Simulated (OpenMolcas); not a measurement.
# C2H6S (dimethyl sulfide): a first try and a second

Aim: a single-point energy of C2H6S (dimethyl sulfide) at MP2/aug-cc-pVDZ.

Program for the calculation: OpenMolcas 26.06.

**1. Starting point**

C2H6S: 9 atoms, total charge 0, spin state singlet. SMILES: `CSC`. The coordinates come from a PBE0-D4/def2-TZVP relaxation.

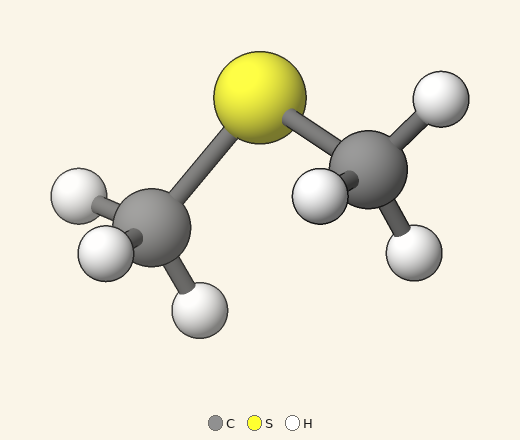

Viewed from a chosen angle; carbon grey, sulfur yellow, hydrogen white.

**2. Try one**

Input file test.inp:

```
* C2H6S MP2
>>> EXPORT MOLCAS_PRINT=2
&GATEWAY
BasisSet
C.aug-cc-pVDZ....
C1 -0.474900 1.046900 -0.732500 angstrom
C3 0.522600 -1.063400 0.700100 angstrom
End of Basis
BasisSet
S.aug-cc-pVDZ....
S2 0.826500 -0.185400 -0.836000 angstrom
End of Basis
BasisSet
H.aug-cc-pVDZ....
H4 -1.461300 0.579200 -0.706700 angstrom
H5 -0.404700 1.666000 -1.627400 angstrom
H6 -0.347400 1.684100 0.145100 angstrom
H7 -0.474300 -1.508800 0.710500 angstrom
H8 1.262800 -1.861300 0.767400 angstrom
H9 0.639300 -0.403800 1.562500 angstrom
End of Basis
&SEWARD
&SCF
Charge
-1
PrOrbitals
1 1
&MBPT2
Frozen
7
```

Started as:

```
export MOLCAS_MEM=1860
pymolcas test.inp > test.log
```

Log:

```text
--- Start Module: gateway ---

                                              &GATEWAY

                       available to each process: 1.9 GB of memory, 1 thread

++    Symmetry information:
      ---------------------

                    Character Table for C1

                             E
                    a        1  x, y, xy, Rz, z, xz, Ry, yz, Rx, I
--

++    Basis set information:
      ----------------------

      Basis set label: C.AUG-CC-PVDZ.........

      Electronic valence basis set:
      ------------------
      Associated Effective Charge   6.000000 au
      Associated Actual Charge      6.000000 au
      Nuclear Model: Point charge

      Shell  nPrim  nBasis  Cartesian Spherical Contaminant
         s      10       4        X
         p       5       3        X
         d       2       2                 X

      Basis set label: S.AUG-CC-PVDZ.........

[... 125 lines left out ...]
      Header of the integral files:

      Cartesian coordinates in angstrom:
      -----------------------------------------------------
      No.  Label        X            Y            Z
      -----------------------------------------------------
       1   C1        -0.47490000   1.04690000  -0.73250000
       2   C3         0.52260000  -1.06340000   0.70010000
       3   S2         0.82650000  -0.18540000  -0.83600000
[... 5 lines of this table left out ...]
       9   H9         0.63930000  -0.40380000   1.56250000
      -----------------------------------------------------
      Nuclear repulsion energy =  111.39706587
--

++    Orbital specifications:
      -----------------------

      Symmetry species               1
                                     a
      Frozen orbitals                0
 WrInp: Error in definition of molecular charge!
 Current implementation only allows double occupations.
 Tot_Charge    :  -1.0000000000000000
 Tot_El_Charge :  -35.000000000000000
 Tot_Nuc_Charge:   34.000000000000000

--- Stop Module: scf /rc=-6 ---

.########################.
.# Non-zero return code #.
.########################.

    Timing: Wall=5.90 User=4.64 System=1.21
```

It took 6.3 s on 1 thread of Intel Xeon 6975P-C (Granite Rapids), shared host; peak memory 0.86 GiB.

**3. Diagnosis**

The job broke off with an error.

The telling line is `WrInp: Error in definition of molecular charge`. The fault: the electron count doesn't fit the spin or reference typed: an even count needs an odd multiplicity, an odd count an even one. To mend it: change of charge default in place of -1.

**4. Second attempt**

Input file test.input:

```
* C2H6S MP2
>>> EXPORT MOLCAS_PRINT=2

&GATEWAY
  BASISSET
  C.aug-cc-pVDZ....
  C1 -0.474900 1.046900 -0.732500 angstrom
  C3 0.522600 -1.063400 0.700100 angstrom
  End of Basis
  BASISSET
  S.aug-cc-pVDZ....
  S2 0.826500 -0.185400 -0.836000 angstrom
  End of Basis
  BASISSET
  H.aug-cc-pVDZ....
  H4 -1.461300 0.579200 -0.706700 angstrom
  H5 -0.404700 1.666000 -1.627400 angstrom
  H6 -0.347400 1.684100 0.145100 angstrom
  H7 -0.474300 -1.508800 0.710500 angstrom
  H8 1.262800 -1.861300 0.767400 angstrom
  H9 0.639300 -0.403800 1.562500 angstrom
  End of Basis

&SEWARD

&SCF
  THRESHOLDS = 1e-11 1e-08 1e-08 1e-06
  PRORBITALS = 1 2

&MBPT2
  FROZEN = 7
```

Started as:

```
export MOLCAS_MEM=1860
pymolcas test.input > test.log
```

Log:

```text
--- Start Module: gateway ---

                                              &GATEWAY

                       available to each process: 1.9 GB of memory, 1 thread

++    Symmetry information:
      ---------------------

                    Character Table for C1

                             E
                    a        1  x, y, xy, Rz, z, xz, Ry, yz, Rx, I
--

++    Basis set information:
      ----------------------

      Basis set label: C.AUG-CC-PVDZ.........

      Electronic valence basis set:
      ------------------
      Associated Effective Charge   6.000000 au
      Associated Actual Charge      6.000000 au
      Nuclear Model: Point charge

      Shell  nPrim  nBasis  Cartesian Spherical Contaminant
         s      10       4        X
         p       5       3        X
         d       2       2                 X

      Basis set label: S.AUG-CC-PVDZ.........

[... 137 lines left out ...]
      Nuclear repulsion energy =  111.39706587
[... 41 lines left out ...]
                                   SCF        iterations: Energy and convergence statistics
[... 23 lines left out ...]
 *                                             SCF/KS-DFT Program, Final results                                             *
[... 132 lines left out ...]
      Dipole Moment (debye):
[... 34 lines left out ...]
      Nuclear repulsion energy =  111.39706587
[... 33 lines left out ...]
 Conventional algorithm used...

       SCF energy                           =     -476.7643591862 a.u.
       Second-order correlation energy      =       -0.4512950433 a.u.

       Total energy                         =     -477.2156542295 a.u.
       Reference weight ( Cref**2 )         =        0.85312

::    Total MBPT2 energy                             -477.2156542295

       Zeroth-order energy (E0)             =     -188.0545353316 a.u.

       Shanks-type energy S1(E)             =     -477.2163607731 a.u.

       Data processing and timing information:

       Section                                              time(sec)
                                                          CPU  Elapsed

      Input data processing                              0.02      0.02
      Transformation of integrals                        0.83      0.93
      MBPT2 calculations (BJAI)                          0.00      0.00
      Total MBPT2 calculations                           0.85      0.95

--- Stop Module: mbpt2 /rc=_RC_ALL_IS_WELL_ ---

.##################.
.# Happy landing! #.
.##################.

    Timing: Wall=22.84 User=16.47 System=6.26
```

It took 23 s on 1 thread of Intel Xeon 6975P-C (Granite Rapids), shared host; peak memory 0.86 GiB.

**5. Outcome**

At MP2/aug-cc-pVDZ:

```
                                   quantity          value
                               total energy  -477.21565 Eh
         dipole moment (mean-field density)         1.77 D
        HOMO energy (Hartree–Fock orbitals)       -9.10 eV
        LUMO energy (Hartree–Fock orbitals)        0.99 eV
      HOMO–LUMO gap (Hartree–Fock orbitals)       10.09 eV
correlation energy (7 core orbitals frozen)     -451.3 mEh
```

Mulliken charges of the mean-field density run from -0.10 on H5 to +0.31 on S2; in a basis this large or diffuse they mean little.
